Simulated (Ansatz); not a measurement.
H₄Si₄

Input file:

```
crystal:
  periodic: [false, false, false]
  atoms:
    - {symbol: Si, position_ang: [-4.395328, -0.235184, 1.218204]}
    - {symbol: Si, position_ang: [-3.242145, 1.577087, 0.425846]}
    - {symbol: Si, position_ang: [-0.970769, 1.127338, 0.470623]}
    - {symbol: Si, position_ang: [-2.250540, -0.052471, 1.998256]}
    - {symbol: H, position_ang: [-3.754438, 2.984038, 0.518776]}
    - {symbol: H, position_ang: [-0.456456, 0.330493, -0.679540]}
    - {symbol: H, position_ang: [0.033428, 2.151572, 0.898817]}
    - {symbol: H, position_ang: [-1.901365, -0.061232, 3.457226]}
basis:
  gaussian:
    orbitals: def2-TZVPD
hamiltonian:
  xc: {name: PBE0}
output: {forces: true, orbitals: {seedname: orbitals}}
```

Run with:

```sh
ansatz run input.yaml --threads 1 --pin off --max-ram 2610MiB --events-out events.jsonl --progress --plain --runs-dir runs
```

Geometry: r2SCAN-D4/def2-SVP.

Method: isolated molecule in a Gaussian basis; Kohn-Sham density functional theory, functional PBE0 in Ansatz.

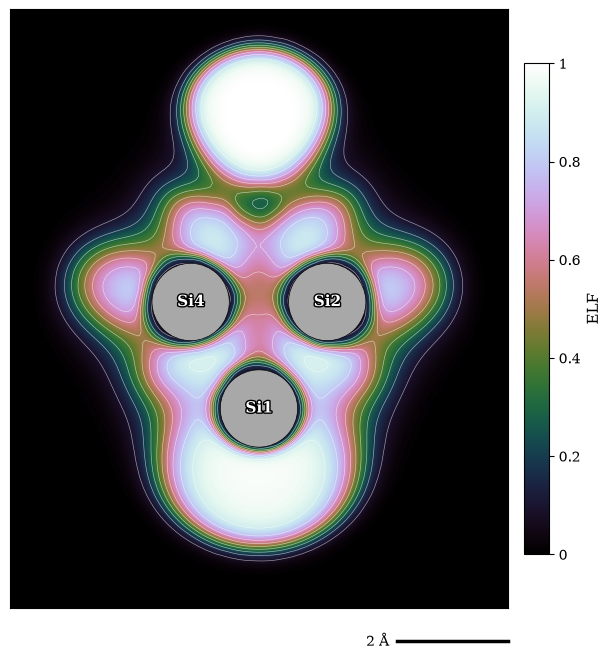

Figure 1. ELF on the plane of atoms Si1, Si4 and Si2. Grey discs cover the atomic cores.

Q: What do the fields say about this system?

A:
- The section cuts through Si sites.
- Si–Si (2.29 Å): the ELF peaks at about 0.85 between the atoms, as expected for localised, covalent bonding.
- Si–Si (2.47 Å): the ELF reaches about 0.55 near the midpoint.
- The ELF also peaks beside Si1, away from the bonds: lone-pair regions.

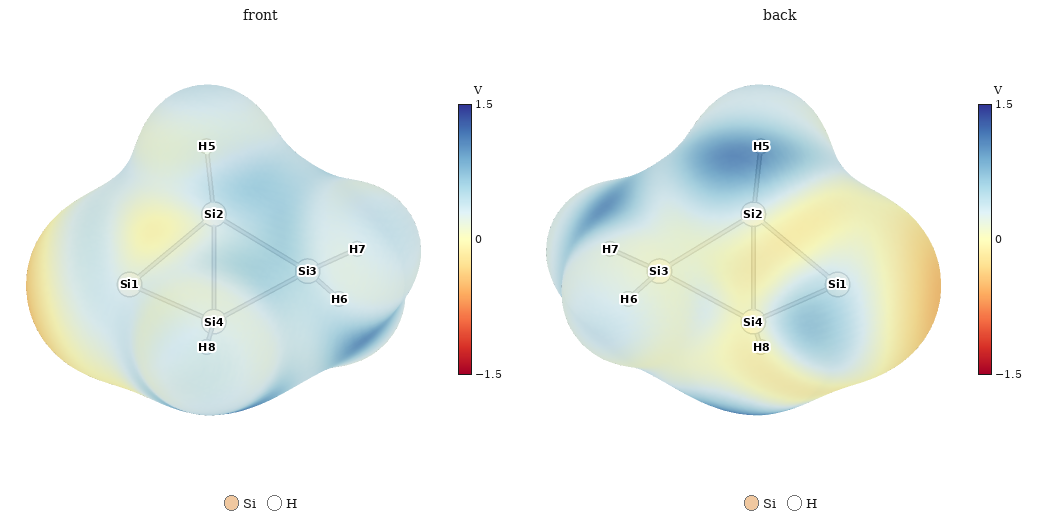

Figure 2. The molecular electrostatic potential painted on the density surface at 0.002 e/bohr³, seen from the front and from behind; red is negative and blue positive.

Q: Which sites attract a positive test charge, and which a negative one?

A: A positive charge is drawn to the negative regions and a negative charge to the positive ones. The most negative region (about −0.4 V, or −9 kcal/mol for a unit charge) lies over Si1, the most positive (about +1.1 V, or +25 kcal/mol for a unit charge) over Si2, Si3 and Si4.

Q: How polar is the molecule by this calculation?

A: Its dipole moment is 1.14 D.

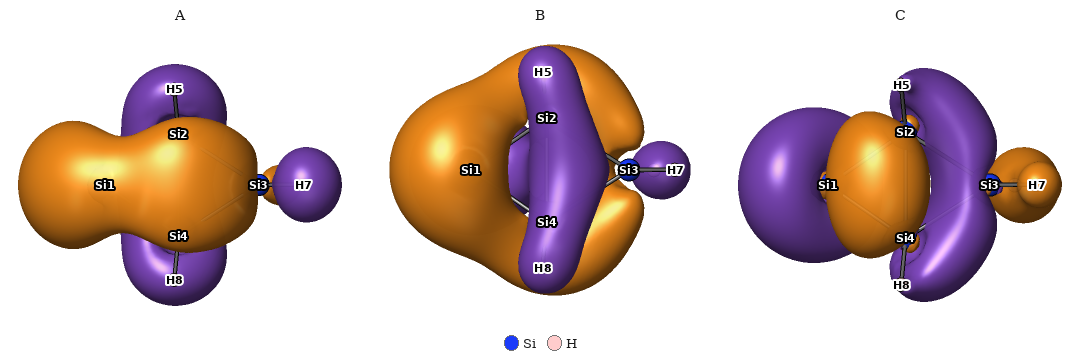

Figure 3. Three frontier orbitals at ±0.06 Å⁻³ᐟ² (orange and purple are the two phases), in no order.

Q: Which picture is the HOMO−1, the HOMO and the LUMO?

A: C is the HOMO−1 (−7.15 eV). It lies mainly on Si1 (about 50 %), Si2 (about 20 %), Si4 (about 20 %) and Si3 (about 10 %). A is the HOMO (−6.51 eV). By Hirshfeld shares it lies mainly on Si1 (about 40 %), Si2 (about 25 %), Si4 (about 25 %) and Si3 (about 10 %). B is the LUMO (−2.55 eV). It lies mainly on Si1 (about 55 %), Si2 (about 15 %), Si4 (about 15 %) and Si3 (about 5 %).

Q: What is the HOMO–LUMO gap?

A: 3.96 eV between the orbital energies.
